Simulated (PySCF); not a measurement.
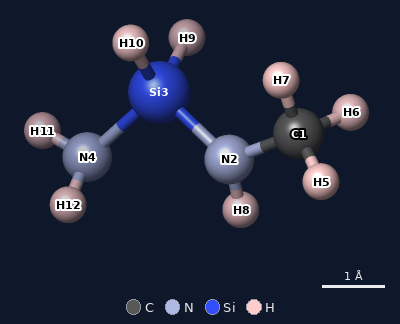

CH$_{8}$N$_{2}$Si, before the relaxation. A ball-and-stick model, seen at a tilt.

The start comes from GFN2-xTB. Its atoms were then displaced at random by about 0.01 Å.

The calculation used PySCF 2.14.0, density-fitted response routines, PBE0-D3(BJ)/def2-SVP geometry optimisation, gas phase.

```xyz
12

C    -1.8530   -0.2282    0.4340
N    -0.4941   -0.5458    0.2252
Si    0.7084    0.6429   -0.0345
N     2.1887   -0.3025   -0.2247
H    -2.5147   -1.0582    0.1637
H    -2.0973    0.0988    1.4602
H    -2.1189    0.6293   -0.2200
H    -0.2067   -1.3473    0.7607
H     1.0480    1.5587    1.1042
H     0.2578    1.4197   -1.1736
H     3.0070    0.1913   -0.3629
H     2.1143   -1.0868   -0.8471
```

> Where does the relaxation end?

After 10 geometry steps the energy has fallen by 0.233 eV. The atom that moves furthest after the best rigid fit is H8 (0.36 Å). By element the largest moves are H 0.36 Å, N 0.27 Å, Si 0.09 Å, C 0.06 Å. Some distances before and after: Si3–H10 1.450 → 1.502 Å, N4–H11 0.966 → 1.012 Å, Si3–N4 1.767 → 1.724 Å, C1–N2 1.411 → 1.440 Å. Bond angles that change, for instance: Si3–N4–H12 115.0° → 121.6°, N2–Si3–N4 103.5° → 108.0°, C1–N2–Si3 122.9° → 126.5°. Groups turn about Si3–N4 by about 25°. The run took 82 s on 1 thread of Intel(R) Xeon(R) Processor @ 2.50GHz (shared host).

History of the run:

| step | E − E(0), eV |
| --- | --- |
| 0 | 0.0000 |
| 1 | -0.1836 |
| 2 | -0.2017 |
| 3 | -0.2126 |
| 4 | -0.2208 |
| 5 | -0.2279 |
| 6 | -0.2310 |
| 7 | -0.2319 |
| 8 | -0.2323 |
| 9 | -0.2327 |
| 10 | -0.2330 |

Final geometry:

```xyz
12

C    -1.9023   -0.2386    0.3943
N    -0.4843   -0.4736    0.4876
Si    0.7685    0.6196    0.0291
N     2.1547   -0.3102   -0.4028
H    -2.4488   -1.1474    0.0863
H    -2.3627    0.1199    1.3356
H    -2.1021    0.5279   -0.3711
H    -0.2264   -1.2407    1.0991
H     1.2974    1.5538    1.0805
H     0.1276    1.4671   -1.0326
H     3.0834    0.0615   -0.2475
H     2.1346   -0.9676   -1.1734
```

The end point in the same view:

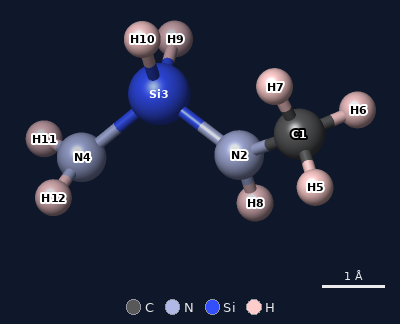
